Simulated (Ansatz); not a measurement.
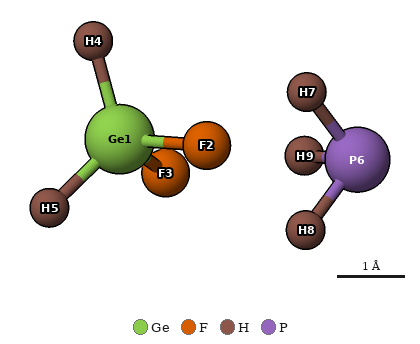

Fig. 1: The structure as given in the input (ball-and-stick view, seen at a tilt; atoms are numbered from 1 in the order of the input). Sticks mark near contacts.

**Run report: GePH$_{5}$F$_{2}$, nudged elastic band**

- system: GePH$_{5}$F$_{2}$
- method: RKS B3LYP/def2-SVP (Ansatz 0.2.0)

It belongs to a series of runs on one base structure; here: band between the two ends. Figures and captions count atoms from 1; the log counts them from 0 in places.

The input:
```yaml
crystal:
  periodic: [false, false, false]
  atoms:
    - { symbol: Ge, position_ang: [0.955131, -0.149055, -0.719403] }
    - { symbol: F, position_ang: [-0.290785, 0.098358, 0.471127] }
    - { symbol: F, position_ang: [2.434045, 0.269994, 0.086195] }
    - { symbol: H, position_ang: [0.726938, 0.859829, -1.849316] }
    - { symbol: H, position_ang: [0.999165, -1.645069, -1.04434] }
    - { symbol: P, position_ang: [-3.576996, 0.116134, 2.596372] }
    - { symbol: H, position_ang: [-4.380742, 0.32628, 1.43098] }
    - { symbol: H, position_ang: [-3.715739, -1.305961, 2.525997] }
    - { symbol: H, position_ang: [-2.355316, 0.117391, 1.855088] }
basis:
  gaussian: { orbitals: def2-SVP }
hamiltonian:
  xc: b3lyp
neb:
  order_check: false
  images: 4
  f_tol: 0.03
  max_iterations: 60
  climbing: false
  final_atoms:
    - { symbol: Ge, position_ang: [-0.638843, -0.48953479, -0.37342034] }
    - { symbol: F, position_ang: [-0.5164361, 1.59631437, 2.10165683] }
    - { symbol: F, position_ang: [0.46416088, -0.48338015, 1.04537588] }
    - { symbol: H, position_ang: [-0.27827074, 0.7907957, -1.14409857] }
    - { symbol: H, position_ang: [-0.22928945, -1.76628483, -1.13078991] }
    - { symbol: P, position_ang: [-2.84331189, -0.52565716, 0.35666034] }
    - { symbol: H, position_ang: [-2.62629335, -1.67260969, 1.18142315] }
    - { symbol: H, position_ang: [-2.53810764, 0.40965278, 1.39029575] }
    - { symbol: H, position_ang: [0.00209229, 0.82860477, 1.92559686] }
  initial_path:
    images:
      - { positions_ang: [[0.955131, -0.149055, -0.719403], [-0.290785, 0.098358, 0.471127], [2.434045, 0.269994, 0.086195], [0.726938, 0.859829, -1.849316], [0.999165, -1.645069, -1.04434], [-3.576996, 0.116134, 2.596372], [-4.380742, 0.32628, 1.43098], [-3.715739, -1.305961, 2.525997], [-2.355316, 0.117391, 1.855088]] }
      - { positions_ang: [[0.58267042, -0.12349736, -0.42061034], [-0.1899347, 0.07184297, 1.10396521], [2.10947271, 0.08378507, -0.13916401], [0.18650803, 0.98875748, -1.34283638], [0.29812187, -1.52310145, -0.80306034], [-3.12042771, 0.1024074, 1.85942366], [-3.91687514, -0.12805324, 0.84909622], [-3.24898919, -0.88883216, 2.3663071], [-1.90484529, 0.10459228, 1.87957889]] }
      - { positions_ang: [[0.21020984, -0.09793972, -0.12181769], [-0.08908441, 0.04532795, 1.73680343], [1.78490043, -0.10242386, -0.36452303], [-0.35392193, 1.11768596, -0.83635677], [-0.40292127, -1.4011339, -0.56178067], [-2.66385942, 0.08868079, 1.12247531], [-3.45300827, -0.58238647, 0.26721245], [-2.78223939, -0.47170331, 2.20661719], [-1.45437459, 0.09179356, 1.90406978]] }
      - { positions_ang: [[-0.10858496, -0.16603567, -0.05262116], [-0.13421463, 0.34491922, 2.06290939], [1.3909236, -0.25309869, -0.17268685], [-0.55496368, 1.1038793, -0.69531328], [-0.64861216, -1.42537706, -0.57907066], [-2.5171226, -0.03967744, 0.67453298], [-3.10211854, -0.98216441, 0.21730108], [-2.54671312, -0.12858056, 1.97947694], [-0.98289293, 0.23403631, 1.91817155]] }
      - { positions_ang: [[-0.37371398, -0.32778523, -0.21302075], [-0.32532536, 0.9706168, 2.08228311], [0.92754224, -0.36823942, 0.43634452], [-0.41661721, 0.9473375, -0.91970592], [-0.4389508, -1.59583095, -0.85493028], [-2.68021724, -0.2826673, 0.51559666], [-2.86420595, -1.32738705, 0.69936211], [-2.54241038, 0.14053611, 1.68488634], [-0.49040032, 0.53132054, 1.92188421]] }
      - { positions_ang: [[-0.638843, -0.48953479, -0.37342034], [-0.5164361, 1.59631437, 2.10165683], [0.46416088, -0.48338015, 1.04537588], [-0.27827074, 0.7907957, -1.14409857], [-0.22928945, -1.76628483, -1.13078991], [-2.84331189, -0.52565716, 0.35666034], [-2.62629335, -1.67260969, 1.18142315], [-2.53810764, 0.40965278, 1.39029575], [0.00209229, 0.82860477, 1.92559686]] }
```

Launch command:
```bash
ansatz run input.yaml --threads 2 --pin off --max-ram 3072MiB --backend cpu --events-out ev --progress --plain --runs-dir out
```

Output:
```
Engine: ansatz 0.2.0, aarch64-unknown-linux-gnu
Functional definition: B3LYP
  parameter a0 = 0.2
  parameter ax = 0.72
  parameter ac = 0.81
  exchange = (1 - a0 - ax)*slater_x + ax*b88_x + a0*exact_x
  correlation = (1 - ac)*vwn_rpa_c + ac*lyp_c
1067 factors; integrals over basis functions are off by at most 3.1e-4 eV
mean field evaluation 1: about -71307.5207 eV, gradient 4.8e1 eV
mean field evaluation 2: about -71299.7725 eV, gradient 8.7e1 eV
mean field evaluation 4: about -71311.0517 eV, gradient 1.7e0 eV
mean field evaluation 8: about -71311.0648 eV, gradient 5.9e-2 eV
mean field -71311.06483846 eV, -2620.6332964374 hartree, gradient 3.6e-5 eV, S^2 0.000000; 0 other end points of the search recorded, 0 dependent functions left out
the calculation of the forces begins
reference -71311.06512118 eV, -2620.6333068273 hartree; 35, 35 occupied and 68, 68 virtual orbitals, 1067 factors
1067 factors; integrals over basis functions are off by at most 1.3e-3 eV
mean field evaluation 16: about -71307.8877 eV, gradient 4.5e1 eV
mean field -71310.83244229 eV, -2620.6247560359 hartree, gradient 4.5e-5 eV, S^2 0.000000; 0 other end points of the search recorded, 0 dependent functions left out
[... from here on the field's lines of each further geometry are left out, up to the last ...]
NEB iter   1: max|band force component| = 1.541e2 eV/Å  barrier→ = 26.9773 eV  barrier← = 26.7449 eV  Δτ_max = 0.1981 Å  (150 SCF iters)
NEB iter   2: max|band force component| = 1.901e1 eV/Å  barrier→ = 4.4610 eV  barrier← = 4.2286 eV  Δτ_max = 0.2000 Å  (114 SCF iters)
NEB iter   3: max|band force component| = 1.245e1 eV/Å  barrier→ = 2.4602 eV  barrier← = 2.2278 eV  Δτ_max = 0.2000 Å  (117 SCF iters)
NEB iter   4: max|band force component| = 4.520e0 eV/Å  barrier→ = 2.1861 eV  barrier← = 1.9537 eV  Δτ_max = 0.2000 Å  (113 SCF iters)
NEB iter   5: max|band force component| = 2.589e0 eV/Å  barrier→ = 2.2093 eV  barrier← = 1.9769 eV  Δτ_max = 0.2000 Å  (105 SCF iters)
NEB iter   6: max|band force component| = 1.401e0 eV/Å  barrier→ = 2.0011 eV  barrier← = 1.7687 eV  Δτ_max = 0.2000 Å  (108 SCF iters)
NEB iter   7: max|band force component| = 1.479e0 eV/Å  barrier→ = 1.7553 eV  barrier← = 1.5229 eV  Δτ_max = 0.1001 Å  (113 SCF iters)
NEB iter   8: max|band force component| = 8.176e-1 eV/Å  barrier→ = 1.6321 eV  barrier← = 1.3997 eV  Δτ_max = 0.1002 Å  (107 SCF iters)
NEB iter   9: max|band force component| = 8.533e-1 eV/Å  barrier→ = 1.5040 eV  barrier← = 1.2716 eV  Δτ_max = 0.1008 Å  (108 SCF iters)
NEB iter  10: max|band force component| = 4.837e-1 eV/Å  barrier→ = 1.3853 eV  barrier← = 1.1529 eV  Δτ_max = 0.0999 Å  (107 SCF iters)
NEB iter  11: max|band force component| = 2.731e-1 eV/Å  barrier→ = 1.2712 eV  barrier← = 1.0388 eV  Δτ_max = 0.1007 Å  (104 SCF iters)
NEB iter  12: max|band force component| = 4.533e-1 eV/Å  barrier→ = 1.1980 eV  barrier← = 0.9656 eV  Δτ_max = 0.0503 Å  (109 SCF iters)
NEB iter  13: max|band force component| = 2.903e-1 eV/Å  barrier→ = 1.1499 eV  barrier← = 0.9175 eV  Δτ_max = 0.1011 Å  (105 SCF iters)
NEB iter  14: max|band force component| = 2.855e-1 eV/Å  barrier→ = 1.0514 eV  barrier← = 0.8190 eV  Δτ_max = 0.1011 Å  (102 SCF iters)
NEB iter  15: max|band force component| = 2.006e-1 eV/Å  barrier→ = 0.9410 eV  barrier← = 0.7086 eV  Δτ_max = 0.1011 Å  (105 SCF iters)
NEB iter  16: max|band force component| = 1.434e-1 eV/Å  barrier→ = 0.8741 eV  barrier← = 0.6417 eV  Δτ_max = 0.1011 Å  (105 SCF iters)
NEB iter  17: max|band force component| = 1.387e-1 eV/Å  barrier→ = 0.8279 eV  barrier← = 0.5955 eV  Δτ_max = 0.1012 Å  (106 SCF iters)
NEB iter  18: max|band force component| = 1.231e-1 eV/Å  barrier→ = 0.7988 eV  barrier← = 0.5664 eV  Δτ_max = 0.1017 Å  (109 SCF iters)
NEB iter  19: max|band force component| = 1.084e-1 eV/Å  barrier→ = 0.7848 eV  barrier← = 0.5524 eV  Δτ_max = 0.0576 Å  (109 SCF iters)
NEB iter  20: max|band force component| = 1.108e-1 eV/Å  barrier→ = 0.7868 eV  barrier← = 0.5544 eV  Δτ_max = 0.0291 Å  (111 SCF iters)
NEB iter  21: max|band force component| = 8.796e-2 eV/Å  barrier→ = 0.7854 eV  barrier← = 0.5530 eV  Δτ_max = 0.0290 Å  (102 SCF iters)
NEB iter  22: max|band force component| = 6.052e-2 eV/Å  barrier→ = 0.7848 eV  barrier← = 0.5524 eV  Δτ_max = 0.0276 Å  (106 SCF iters)
NEB iter  23: max|band force component| = 4.682e-2 eV/Å  barrier→ = 0.7833 eV  barrier← = 0.5509 eV  Δτ_max = 0.0276 Å  (97 SCF iters)
NEB iter  24: max|band force component| = 3.720e-2 eV/Å  barrier→ = 0.7829 eV  barrier← = 0.5505 eV  Δτ_max = 0.0249 Å  (105 SCF iters)
NEB iter  25: max|band force component| = 3.411e-2 eV/Å  barrier→ = 0.7834 eV  barrier← = 0.5510 eV  Δτ_max = 0.0210 Å  (102 SCF iters)
the calculation of the forces begins
reference -71310.74735825 eV, -2620.6216292551 hartree; 35, 35 occupied and 68, 68 virtual orbitals, 1066 factors
1068 factors; integrals over basis functions are off by at most 1.5e-3 eV
mean field evaluation 768: about -71306.9998 eV, gradient 4.6e1 eV
mean field -71310.28059406 eV, -2620.6044759874 hartree, gradient 7.8e-6 eV, S^2 0.000000; 1 other end points of the search recorded, 0 dependent functions left out
the calculation of the forces begins
reference -71310.28082682 eV, -2620.6044845412 hartree; 35, 35 occupied and 68, 68 virtual orbitals, 1068 factors
NEB iter  26: max|band force component| = 2.350e-2 eV/Å  barrier→ = 0.7842 eV  barrier← = 0.5518 eV  Δτ_max = 0.0000 Å  (210 SCF iters)
```

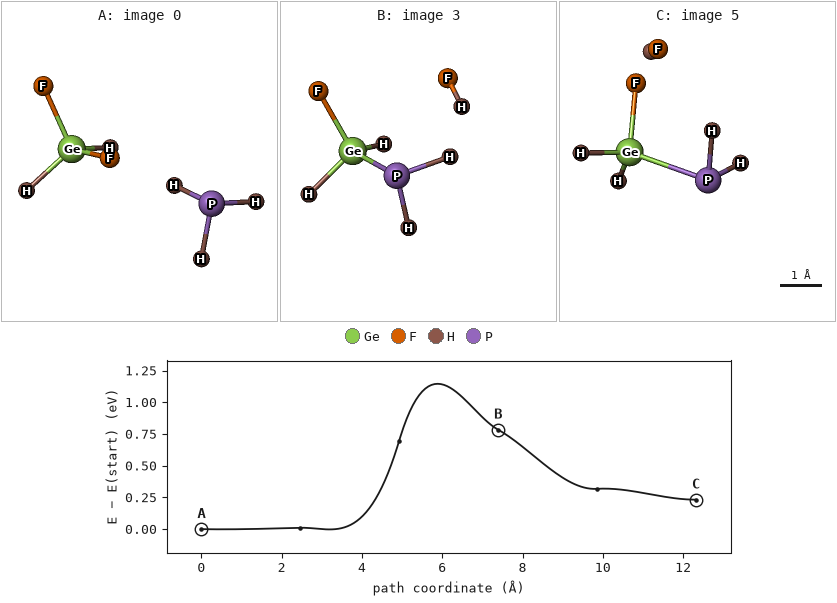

Fig. 2: Images of the last band (counted from 0; ball-and-stick, seen at a tilt) above the energy along the path; the line is a cubic interpolation that uses the forces. The highest image is number 3, 0.784 eV above the start and 0.552 eV above the end; the end lies 0.232 eV above the start. The path is 12.32 Å long. The band converged in 26 iterations.

```
Total energy: -71310.28082682 eV, -2620.6044845412 hartree
Atom 0 at    -0.449468    -0.040215    -0.347706 Å, force    -0.084847     0.013422    -0.043423 eV/Å
Atom 1 at     0.022725    -0.851779     2.494607 Å, force    -0.048657    -0.011571     0.090335 eV/Å
Atom 2 at     0.867268     1.061621    -0.012271 Å, force    -0.029936     0.006217     0.035560 eV/Å
Atom 3 at    -0.777400     0.153263    -1.842453 Å, force     0.029817     0.015952    -0.074443 eV/Å
Atom 4 at     0.066910    -1.459082    -0.060149 Å, force    -0.076362     0.024108     0.032296 eV/Å
Atom 5 at    -2.389976     0.792958     0.714326 Å, force     0.005201     0.007543    -0.047232 eV/Å
Atom 6 at    -3.220202    -0.134285     0.008881 Å, force    -0.001869    -0.002262    -0.016959 eV/Å
Atom 7 at    -2.417268     0.006565     1.913690 Å, force     0.097634    -0.010842    -0.040499 eV/Å
Atom 8 at    -0.906888    -0.841143     2.483776 Å, force     0.109019    -0.042568     0.064365 eV/Å
Dipole moment:    -0.633485    -0.397597    -0.044420 e Å
this run last wrote the band of iteration 26 to [file]
```

The last band as extended XYZ (Å, eV, eV/Å):
```
9
Properties=species:S:1:pos:R:3:forces:R:3 image=0 energy=-71311.06484
Ge    0.9551   -0.1491   -0.7194    0.0011   0.0086   0.0102
F    -0.2908    0.0984    0.4711    0.0093  -0.0016  -0.0108
F     2.4340    0.2700    0.0862   -0.0142  -0.0036  -0.0066
H     0.7269    0.8598   -1.8493    0.0025  -0.0058   0.0068
H     0.9992   -1.6451   -1.0443    0.0010   0.0022  -0.0003
P    -3.5770    0.1161    2.5964    0.0065  -0.0003  -0.0188
H    -4.3807    0.3263    1.4310    0.0059  -0.0011   0.0104
H    -3.7157   -1.3060    2.5260    0.0009   0.0020   0.0009
H    -2.3553    0.1174    1.8551   -0.0130  -0.0004   0.0082
9
Properties=species:S:1:pos:R:3:forces:R:3 image=1 energy=-71311.05408
Ge    0.6307   -0.2565   -0.3883   -0.0016  -0.0011   0.0031
F     0.3357   -0.2083    1.3270    0.0010   0.0002  -0.0052
F     2.1659    0.5243   -0.5975    0.0065   0.0015  -0.0016
H    -0.4350    0.6064   -1.0701    0.0022  -0.0006  -0.0034
H     0.7830   -1.7245   -0.7955    0.0038  -0.0021  -0.0003
P    -3.4551    0.3488    2.0206   -0.0036  -0.0009   0.0053
H    -3.5694    0.1991    0.6015   -0.0038   0.0034   0.0019
H    -3.6299   -1.0506    2.2571   -0.0022  -0.0031  -0.0005
H    -2.0302    0.2492    1.9979   -0.0024   0.0027   0.0006
9
Properties=species:S:1:pos:R:3:forces:R:3 image=2 energy=-71310.36767
Ge    0.1890   -0.3481   -0.1680    0.4089  -0.2384   0.1424
F     0.2191   -0.8251    1.5385    0.0975   0.1495  -0.5601
F     1.3079    0.9711   -0.1423    0.2749  -0.0414  -0.1101
H    -0.9935    0.2381   -0.9673   -0.0948  -0.0843   0.5369
H     0.6613   -1.6631   -0.7534    0.4214  -0.1582  -0.3469
P    -2.5223    0.6504    1.3566   -0.0914  -0.1165   0.3116
H    -3.1532   -0.1318    0.3321    0.0554  -0.0769   0.1602
H    -3.3438    0.1524    2.3868   -0.6213   0.1359   0.2740
H    -1.5688   -0.3561    1.7697   -0.4507   0.4303  -0.4079
9
Properties=species:S:1:pos:R:3:forces:R:3 image=3 energy=-71310.28059
Ge   -0.4495   -0.0402   -0.3477   -0.0848   0.0134  -0.0434
F     0.0227   -0.8518    2.4946   -0.0487  -0.0116   0.0903
F     0.8673    1.0616   -0.0123   -0.0299   0.0062   0.0356
H    -0.7774    0.1533   -1.8425    0.0298   0.0160  -0.0744
H     0.0669   -1.4591   -0.0601   -0.0764   0.0241   0.0323
P    -2.3900    0.7930    0.7143    0.0052   0.0075  -0.0472
H    -3.2202   -0.1343    0.0089   -0.0019  -0.0023  -0.0170
H    -2.4173    0.0066    1.9137    0.0976  -0.0108  -0.0405
H    -0.9069   -0.8411    2.4838    0.1090  -0.0426   0.0644
9
Properties=species:S:1:pos:R:3:forces:R:3 image=4 energy=-71310.74712
Ge   -0.6622   -0.2995   -0.5059    0.0110   0.0123   0.0068
F    -0.3791    0.1890    2.9668    0.0078   0.0001  -0.0047
F     0.4749    0.5529    0.5895   -0.0063  -0.0012  -0.0179
H    -0.3573    0.3456   -1.8709   -0.0048  -0.0082   0.0009
H    -0.2167   -1.7742   -0.4560    0.0065   0.0027   0.0071
P    -2.8130    0.1543    0.3078    0.0049   0.0036   0.0051
H    -3.0879   -1.2334    0.5188   -0.0008   0.0041  -0.0037
H    -2.2556    0.3215    1.6135   -0.0027  -0.0025   0.0012
H     0.0928    0.4317    2.1891   -0.0157  -0.0109   0.0052
9
Properties=species:S:1:pos:R:3:forces:R:3 image=5 energy=-71310.83244
Ge   -0.6388   -0.4895   -0.3734    0.0077  -0.0022   0.0056
F    -0.5164    1.5963    2.1017    0.0083  -0.0122  -0.0033
F     0.4642   -0.4834    1.0454   -0.0027  -0.0071  -0.0083
H    -0.2783    0.7908   -1.1441    0.0010   0.0033  -0.0023
H    -0.2293   -1.7663   -1.1308    0.0000  -0.0016  -0.0027
P    -2.8433   -0.5257    0.3567   -0.0113  -0.0048   0.0058
H    -2.6263   -1.6726    1.1814    0.0008  -0.0009  -0.0033
H    -2.5381    0.4097    1.3903    0.0078   0.0039  -0.0033
H     0.0021    0.8286    1.9256   -0.0115   0.0214   0.0119
```

Key numbers:

```tsv
quantity	value
outcome	converged
barrier, forward	0.784 eV
barrier, backward	0.552 eV
hardware	2 threads of Arm Neoverse V2, 24 GiB of memory available, shared host
wall time	3.5 min (CPU time 6.8 min)
peak memory	0.24 GiB
```

Remarks:

The order of the saddle point was not checked.
